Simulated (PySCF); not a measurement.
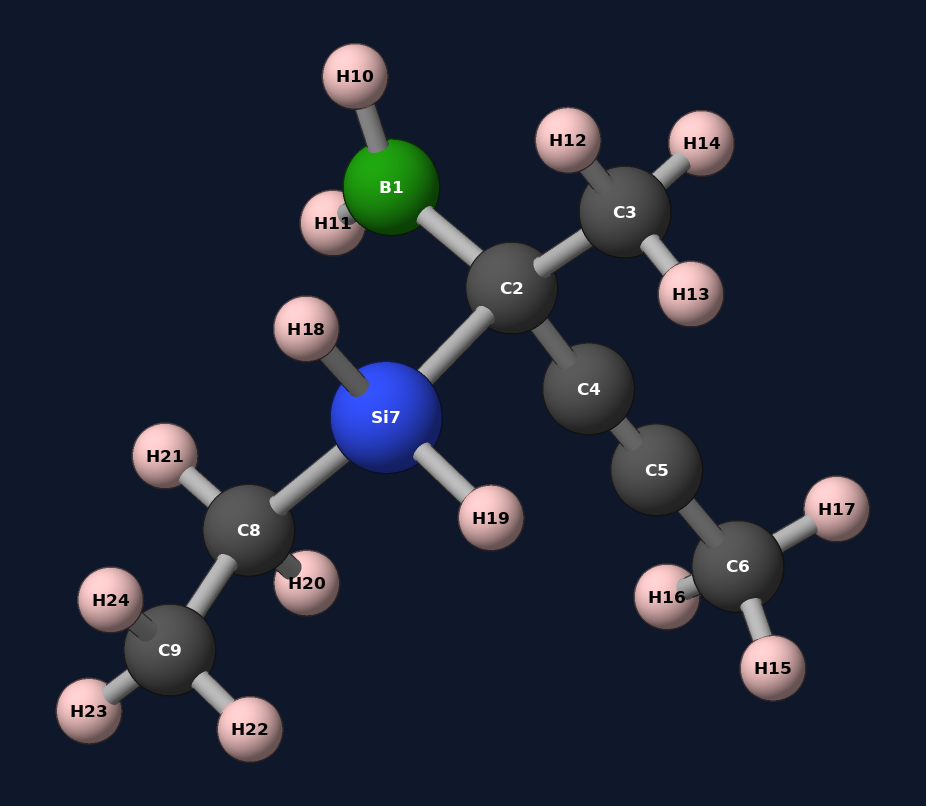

The computed structure is the end point of a GFN2-xTB optimisation. No frequency run is at hand to confirm it as a minimum. Method: GIAO PBE0/pcSseg-1 NMR shielding, non-relativistic, gas phase (PySCF 2.14.0). Principal shieldings σ11 ≤ σ22 ≤ σ33, span Ω = σ33 − σ11, skew κ = 3(σiso − σ22)/Ω.

Give the shielding tensors of the B atoms.

```csv
atom,σ11,σ22,σ33,σiso,Ω,κ
B1,−53.4,−11.8,121.9,18.9,175.3,0.53
```

Shieldings and span in ppm.

The geometry is semi-empirical. Around B, Si such bond lengths and angles can be off by a tenth of an ångström or more and by several degrees, and values that hang on the shape move with them.
